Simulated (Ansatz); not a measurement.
# Li(100) with 4 thermally displaced layers, 2x2: scattering by thermal displacements

Wanted: the phonon-limited resistivity of Li at 300 K by the Landauer route.

Method: Ansatz plane-wave DFT, PBE, PAW files; ballistic transport by layer matching (Landauer), zero bias; PAW set soft_1, in Ansatz 0.2.0.

## 1. Set-up

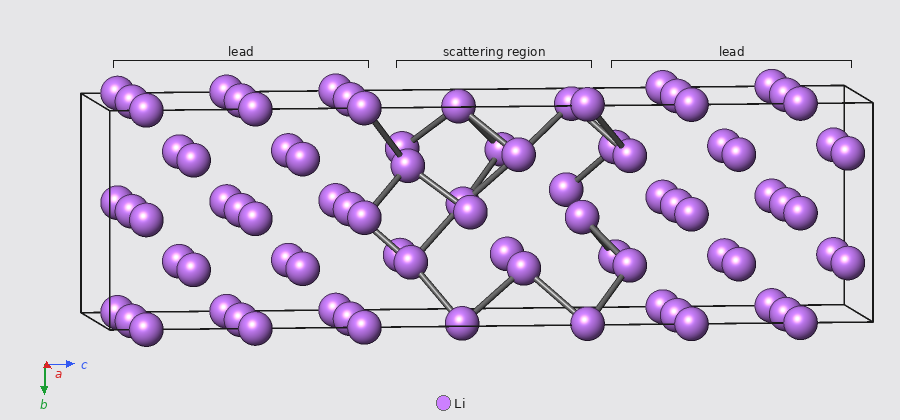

The starting structure, seen from the side, with the c axis across the page (lithium purple). Bonds to atoms that aren't drawn are left out. Some periodic images of atoms are drawn too.

The cell holds 56 atoms: 56 Li. Its edges and angles: a = 7.020 Å, b = 7.020 Å, c = 24.570 Å, α = 90.0°, β = 90.0°, γ = 90.0°. It derives from Li. Regions: lead, 40 atoms (40 Li); scattering region, 16 atoms (16 Li). The structure is stacked along c, and the current runs across the ab planes.

## 2. With 4 displaced layers

Each atom of 4 layers is moved at random, by amounts drawn from a normal law 0.2347 Å wide in each direction from the Debye model (344 K) at 300 K. The layers about the cell's end stay perfect and serve as the lead. Disorder leaves little or no symmetry, which makes such runs dear. Energies from -0.05 to 0.05 eV in steps of 0.05 eV are too few for the program's thermal sum, so it prints no conductance; for a metal the transmission near the Fermi level serves, at a fraction of the cost.

The input, input.yaml:

```yaml
crystal:
  lattice:
    - [7.02, 0.0, 0.0]
    - [0.0, 7.02, 0.0]
    - [0.0, 0.0, 24.57]
  atoms:
    - { symbol: Li, position: [0.0, 0.0, 0.0357142857] }
    - { symbol: Li, position: [0.0, 0.5, 0.0357142857] }
    - { symbol: Li, position: [0.5, 0.0, 0.0357142857] }
    - { symbol: Li, position: [0.5, 0.5, 0.0357142857] }
    - { symbol: Li, position: [0.25, 0.25, 0.1071428571] }
    - { symbol: Li, position: [0.25, 0.75, 0.1071428571] }
    - { symbol: Li, position: [0.75, 0.25, 0.1071428571] }
    - { symbol: Li, position: [0.75, 0.75, 0.1071428571] }
    - { symbol: Li, position: [0.0, 0.0, 0.1785714286] }
    - { symbol: Li, position: [0.0, 0.5, 0.1785714286] }
    - { symbol: Li, position: [0.5, 0.0, 0.1785714286] }
    - { symbol: Li, position: [0.5, 0.5, 0.1785714286] }
    - { symbol: Li, position: [0.25, 0.25, 0.25] }
    - { symbol: Li, position: [0.25, 0.75, 0.25] }
    - { symbol: Li, position: [0.75, 0.25, 0.25] }
    - { symbol: Li, position: [0.75, 0.75, 0.25] }
    - { symbol: Li, position: [0.0, 0.0, 0.3214285714] }
    - { symbol: Li, position: [0.0, 0.5, 0.3214285714] }
    - { symbol: Li, position: [0.5, 0.0, 0.3214285714] }
    - { symbol: Li, position: [0.5, 0.5, 0.3214285714] }
    - { symbol: Li, position: [0.2542032617, 0.2455836289, 0.3989742403] }
    - { symbol: Li, position: [0.2535068947, 0.7320921449, 0.3963109747] }
    - { symbol: Li, position: [0.7935937634, 0.2816616733, 0.3861353054] }
    - { symbol: Li, position: [0.7076959492, 0.7291634367, 0.3932518744] }
    - { symbol: Li, position: [0.9222723635, 0.9926856199, 0.4523852004] }
    - { symbol: Li, position: [0.9755197173, 0.4818049873, 0.4612645237] }
    - { symbol: Li, position: [0.5137611377, 0.0348520549, 0.4630579953] }
    - { symbol: Li, position: [0.5456819656, 0.4777620106, 0.4676432179] }
    - { symbol: Li, position: [0.28020373, 0.2531429062, 0.528612636] }
    - { symbol: Li, position: [0.2191859842, 0.7346978599, 0.537817514] }
    - { symbol: Li, position: [0.7162476574, 0.2430070934, 0.5341934231] }
    - { symbol: Li, position: [0.7680809, 0.757176226, 0.5391086839] }
    - { symbol: Li, position: [0.9781419872, 0.9956669127, 0.6146311218] }
    - { symbol: Li, position: [0.0499265964, 0.4579084333, 0.6216033375] }
    - { symbol: Li, position: [0.5449936908, 0.0261198644, 0.6096688466] }
    - { symbol: Li, position: [0.4895053095, 0.5487427964, 0.6258665719] }
    - { symbol: Li, position: [0.25, 0.25, 0.6785714286] }
    - { symbol: Li, position: [0.25, 0.75, 0.6785714286] }
    - { symbol: Li, position: [0.75, 0.25, 0.6785714286] }
    - { symbol: Li, position: [0.75, 0.75, 0.6785714286] }
    - { symbol: Li, position: [0.0, 0.0, 0.75] }
    - { symbol: Li, position: [0.0, 0.5, 0.75] }
    - { symbol: Li, position: [0.5, 0.0, 0.75] }
    - { symbol: Li, position: [0.5, 0.5, 0.75] }
    - { symbol: Li, position: [0.25, 0.25, 0.8214285714] }
    - { symbol: Li, position: [0.25, 0.75, 0.8214285714] }
    - { symbol: Li, position: [0.75, 0.25, 0.8214285714] }
    - { symbol: Li, position: [0.75, 0.75, 0.8214285714] }
    - { symbol: Li, position: [0.0, 0.0, 0.8928571429] }
    - { symbol: Li, position: [0.0, 0.5, 0.8928571429] }
    - { symbol: Li, position: [0.5, 0.0, 0.8928571429] }
    - { symbol: Li, position: [0.5, 0.5, 0.8928571429] }
    - { symbol: Li, position: [0.25, 0.25, 0.9642857143] }
    - { symbol: Li, position: [0.25, 0.75, 0.9642857143] }
    - { symbol: Li, position: [0.75, 0.25, 0.9642857143] }
    - { symbol: Li, position: [0.75, 0.75, 0.9642857143] }
kpoints:
  mp_grid: { grid: [3, 3, 1] }
hamiltonian:
  xc: pbe
  pseudopotentials: { kind: paw, azcp: { folder: soft_1 } }
scf:
  occupations: { method: fermi_dirac, width: 0.1 }
output:
  transmission: { leads: [[0, 4]], kmesh: [6, 6], e_range: [-0.05, 0.05], de: 0.05 }
  write_potential: true
  write_density: true
  volumetric_format: npy
  elf: true
```

Command:

```bash
> ansatz run input.yaml --threads 4 --pin off --max-ram 15360MiB --backend cpu --events-out ev --progress --plain --runs-dir out
```

Numbers of over 12 decimals in the logs are rounded to 6 here.

The program printed:

```text
Engine: ansatz 0.2.0, aarch64-unknown-linux-gnu
Pseudopotentials: kind: paw
Pseudopotential: Li, paw, valence charge 3, recommended cutoff 420 eV (normal), soft_1/Li.paw.azcp
Functional definition: PBE
  parameter kappa = 0.804
  parameter beta = 0.066725
  exchange = pbe_x(kappa = kappa, mu = beta*pi^2/3)
  correlation = pbe_c(beta = beta)
Crystal: 56 atoms, lattice volume = 1210.819 Å³
Basis set: ecut = 420 eV, 23719 PW (Γ)
Bands: 140, of which v1, the nominal top of the filled ones, is band 84 counted from 1 (83 counted from 0)
Symmetry: 1 space group operations
Space group: P1 (ITA 1), of the structure as read, at distance tolerance 1.1e-4 Å
k-points: 5 of 9 (time reversal used)
Non-local potential: Li, projectors of the file, l = 0: 3, l = 1: 2, l = 2: 1
PAW form: soft (Blöchl's): semilocal exchange-correlation on the pseudo side does not see the compensation charge
PAW one-centre angular grid: Li, 110 points (default); XC on 96 Gauss nodes
Initial density: superposition of atomic densities (chi_scale 0.1, normalization cell)
Initial wavefunctions: pseudopotential atomic-orbital guess
Functional: x = pbe(κ = 0.804, μ = 0.219515), c = pbe(β = 0.066725)
SCF iter   1: F=—  HF=-11462.743897 eV  |F-HF|=—  |Δ(HF+E_count)|=         —  Δρ=5.50e-3  dr2=2.57e0  ethr=3.10e-3  ⟨swp⟩=10.4  Hψ=4440  notcnv=0  defer=74
preconditioner: auto → Kerker (q_TF=auto, 1.963 Å⁻¹)  [metal: Δε(μ)=0.081 eV  Ē_g=3.814 eV  σ=0.100 eV  W_gap=0.20  n_scr=138 (ndim 8)  ℏωp=8.0 eV  f_vac=0.000  D(μ)=25.52/eV (n_scr^D=138)]
SCF iter   2: F=—  HF=-11462.061879 eV  |F-HF|=—  |Δ(HF+E_count)|=   6.82e-1  Δρ=3.85e-3  dr2=1.15e0  ethr=1.53e-3  ⟨swp⟩=1.8  Hψ=827  notcnv=0  defer=103
SCF iter   3: F=—  HF=-11461.810825 eV  |F-HF|=—  |Δ(HF+E_count)|=   2.51e-1  Δρ=6.15e-4  dr2=8.14e-2  ethr=6.87e-4  ⟨swp⟩=2.0  Hψ=850  notcnv=0  defer=114
SCF iter   4: F=—  HF=-11461.802982 eV  |F-HF|=—  |Δ(HF+E_count)|=   7.84e-3  Δρ=2.63e-4  dr2=2.86e-3  ethr=4.85e-5  ⟨swp⟩=1.0  Hψ=585  notcnv=0  defer=114
SCF iter   5: F=—  HF=-11461.802561 eV  |F-HF|=—  |Δ(HF+E_count)|=   4.21e-4  Δρ=9.41e-5  dr2=4.54e-4  ethr=1.70e-6  ⟨swp⟩=1.0  Hψ=585  notcnv=0  defer=114
SCF iter   6: F=—  HF=-11461.802504 eV  |F-HF|=—  |Δ(HF+E_count)|=   5.68e-5  Δρ=1.50e-5  dr2=9.07e-6  ethr=2.70e-7  ⟨swp⟩=2.0  Hψ=701  notcnv=0  defer=114
SCF iter   7: F=—  HF=-11461.802558 eV  |F-HF|=—  |Δ(HF+E_count)|=   5.40e-5  Δρ=3.24e-6  dr2=4.75e-7  ethr=5.40e-9  ⟨swp⟩=2.0  Hψ=1182  notcnv=0  defer=115
SCF iter   8: F=-11461.802558 eV  HF=-11461.802558 eV  |F-HF|=1.69e-8  |Δ(HF+E_count)|=   3.55e-8  Δρ=6.12e-7  dr2=2.55e-8  ethr=5.95e-11  ⟨swp⟩=12.6  Hψ=2953  notcnv=0
SCF 1 converged in 8 iterations: F = -11461.802558 eV  dr2 = 2.55e-8
  greatest PAW one-centre occupation: 1.000 electrons in one spin orbital (limit 2), on the Li atom at site 30 (counted from 0), in its partial waves of l = 0
transmission: 72 of 640 steps passed
transmission: 132 of 640 steps passed
[...]
transmission: 640 of 640 steps passed
SCF converged after 8 iterations
Free energy (F): -11461.802558 eV
Harris-Foulkes:  -11461.802558 eV  (|F-HF|=1.69e-8)
Internal energy: -11460.947520 eV  (E = F + TS)
E sigma→0 (E₀):  -11461.375039 eV
Entropy (-TS):   -0.855038 eV (-15.269 meV/atom)
Fermi energy:    0.766959 eV
--- Per-component energies (eV) ---
  E_band       = -5162.620148
  E_kinetic    = 867.929259
  E_local      = -8003.592063  (includes V_loc(G=0)·N_el)
  E_nonlocal   = -1109.597384
  E_hartree    = 2319.923433
  E_xc         = -455.818020
  E_vxc        = -587.851330  (∫ρ·V_xc dr)
  E_paw        = -1344.428461  (= ΣΔE_a)
  E_vpaw       = -969.369289  (= ΣTr[D̂ρ^β])
  E_aug_tail   = 0.014370  (compensation charges beyond the density's cutoff)
  E_ewald      = -3735.378653
  E_smearing   = -0.855038  (= −TS)
  E_closure    = -0.000000  (closes the sum)
  Σ components = -11461.802558   (vs F -11461.802558, Δ=0.00e0)
--- Band table (eV; the first three rows and the last of 5) ---
  k-point 0: bands = [... 80 lower, 0.3602, 0.3668, 0.4115, 0.4268, 0.4373, 0.9153, 0.9223, 0.9251, ... 52 higher]
  k-point 1: bands = [... 80 lower, 0.6044, 0.6248, 0.6400, 0.6739, 0.7380, 0.7396, 0.7920, 0.8042, ... 52 higher]
  k-point 2: bands = [... 80 lower, 0.5942, 0.6226, 0.6473, 0.6533, 0.7397, 0.7493, 0.7934, 0.8233, ... 52 higher]
  k-point 4: bands = [... 80 lower, 0.2794, 0.3130, 0.8360, 0.8763, 1.0391, 1.0690, 1.3771, 1.4072, ... 52 higher]
--- Transmission ---
  basis      : 437 plane waves across, 32 finite elements along
  points     : 20, standing for a mesh of 6 x 6
  energies   : 3 from -0.050000 to 0.050000 eV about the Fermi level, 0.050000 eV apart; the leads are filled to 0.000000 eV, and channels, transmission and decay are at 0.000000 eV
  crystal 0  : Li4, at the sites [0, 4], period 1.7550 Å, over 17.55 Å; its Hamiltonian steps by up to 11.2 meV
    offset         : up to 0.0000 Å between an atom of the period and one for which it stands
    channels       : 4.916667e0 a spin
    conductance    : none, the energies end too early or step too widely for 300 K: set another output.transmission.e_range or a lower de, or, where they end at an eighth of basis.ecutwfc, a higher one
  junction   : crystal 0 to crystal 0, 0.70 to 23.51 Å
    transmission   : 4.369633e0 a spin
    conductance    : none, the energies end too early or step too widely for 300 K: set another output.transmission.e_range or a lower de, or, where they end at an eighth of basis.ecutwfc, a higher one
```

It took 13 min on 4 threads of Arm Neoverse V1, shared host; peak memory 3.1 GiB; 42 min of CPU time.

Reading the cycles: dr2 is the Hartree energy of the density residual (eV), the measure of convergence; HF is the Harris–Foulkes estimate of the energy, which meets the free energy F at convergence.

Numbers from this step:

| Property | Result |
| --- | --- |
| free energy | -11461.8026 eV |
| energy at zero smearing | -11461.3750 eV |
| Fermi energy | 0.7670 eV |
| cell area | 49.28 Å² |
| transmission per spin nearest the Fermi level | 4.370 |
| open channels per spin nearest the Fermi level | 4.917 |
| step of the lead's potential | 11.2 meV |

Per spin. Table of transmission, zone mean by energy, zero at the Fermi level:

```
energy (eV)  transmission, zone mean
    -0.0500                     4.25
     0.0000                     4.37
     0.0500                     4.44
```

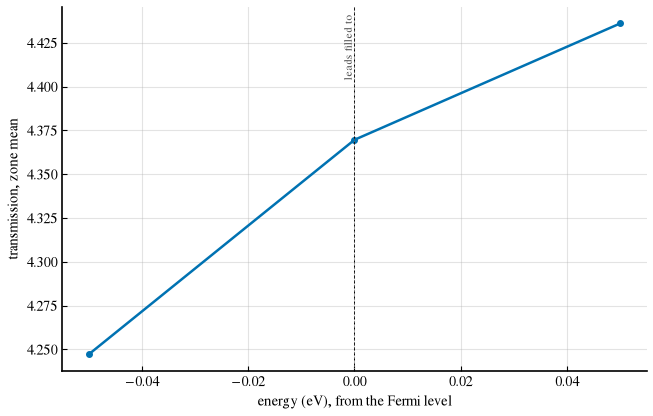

Transmission, zone mean, plotted against energy.

Per spin. Open channels, zone mean, lead against energy, zero at the Fermi level:

```
energy (eV)  open channels, zone mean, lead
    -0.0500                            4.69
     0.0000                            4.92
     0.0500                            4.92
```

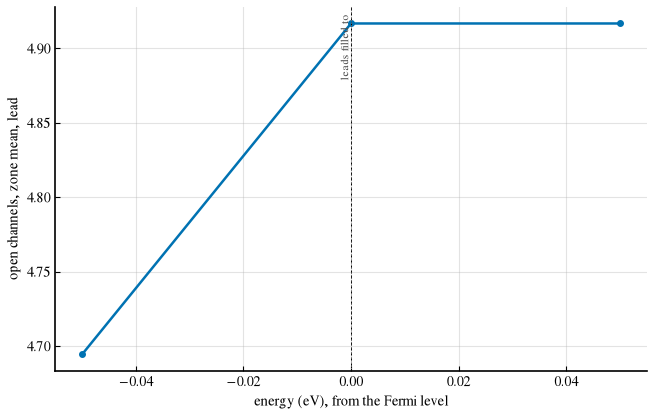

Open channels, zone mean, lead against energy.

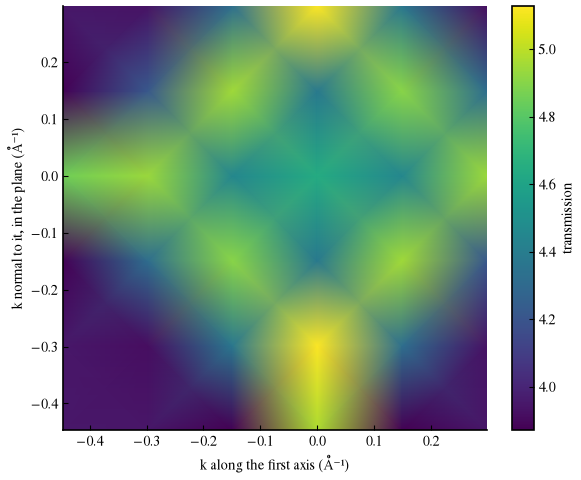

Transmission over k1 and k2. At 0.0000 eV from the Fermi level.

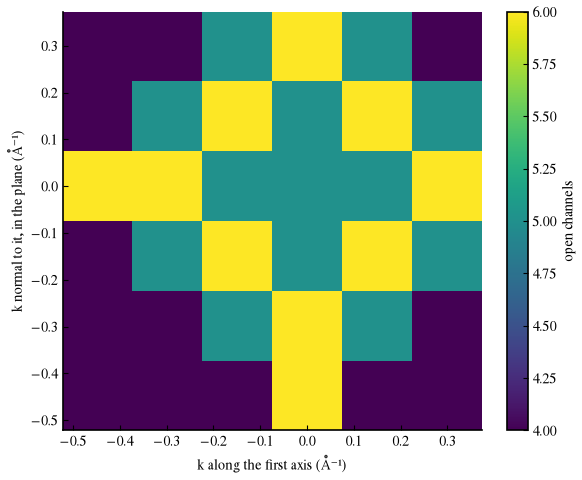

Open channels over k1 and k2. At 0.0000 eV from the Fermi level.

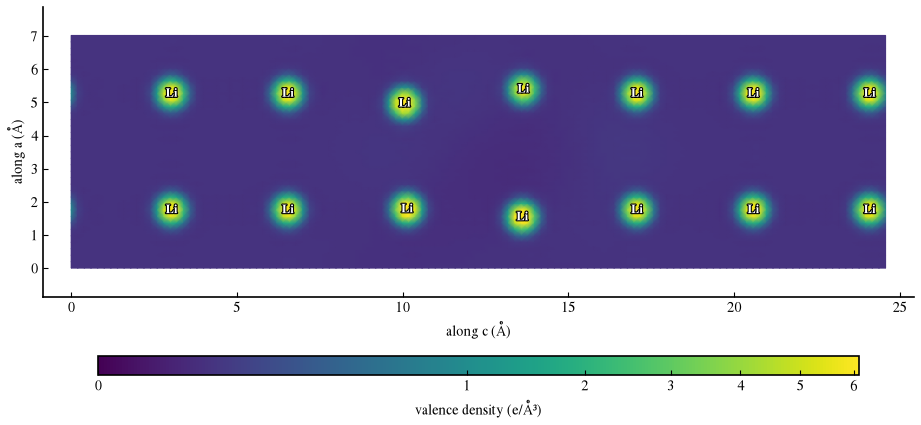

Valence density in the ca plane at fractional y = 0.729, with atoms of Li within 0.2 Å of it. It is the smooth field of the valence electrons, not physical close to the nuclei. The colour scale is stretched toward low values.

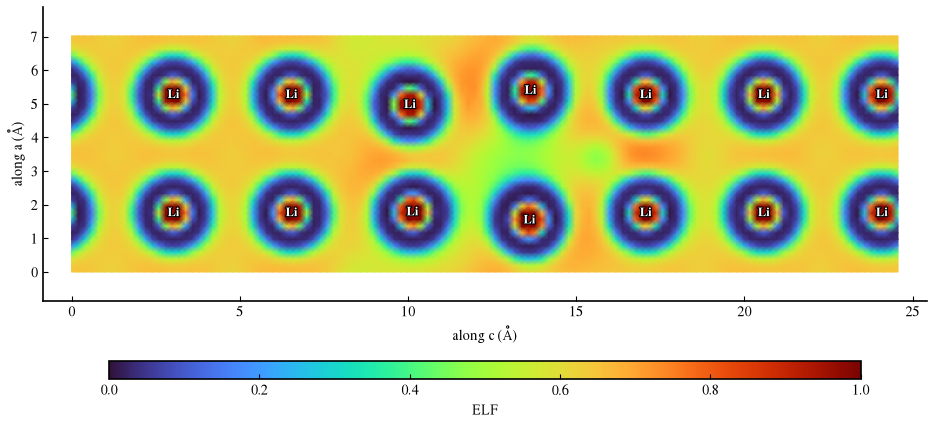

ELF in the ca plane at fractional y = 0.729, with atoms of Li within 0.2 Å of it. It is the smooth field of the valence electrons, not physical close to the nuclei.

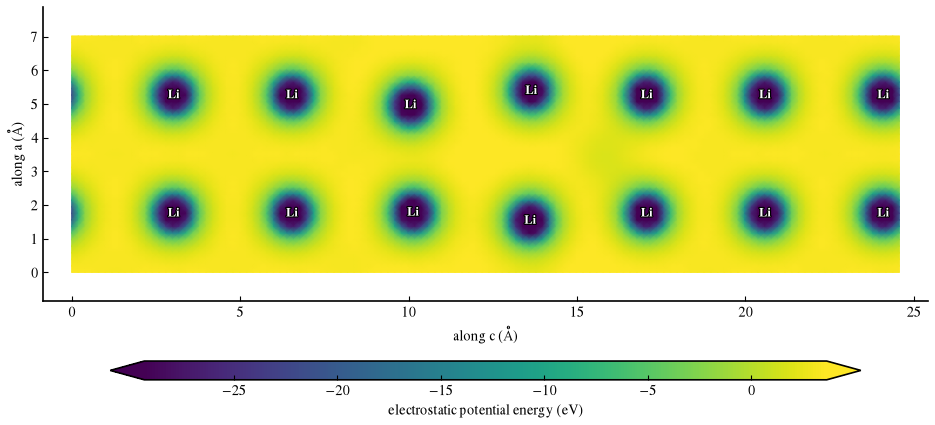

Electrostatic potential energy in the ca plane at fractional y = 0.729, with atoms of Li within 0.2 Å of it. With pseudopotentials it is smooth inside the atoms' cores, unlike the true potential.

Over the solved energies the transmission per spin lies between 4.25 and 4.44, out of 4.84 channels of the lead on average (up to 4.92).

(Continued in part 2 of 3.)

[Logs are printed without paths, hosts, clocks, repeated set-up lines and the standing remarks that a program may print on its own settings, such as how far it seeks lower states.]

[Hosts, paths, dates, database ids (printed as entryN), source tags and the programs' standing remarks are cut or masked in the printed files.]
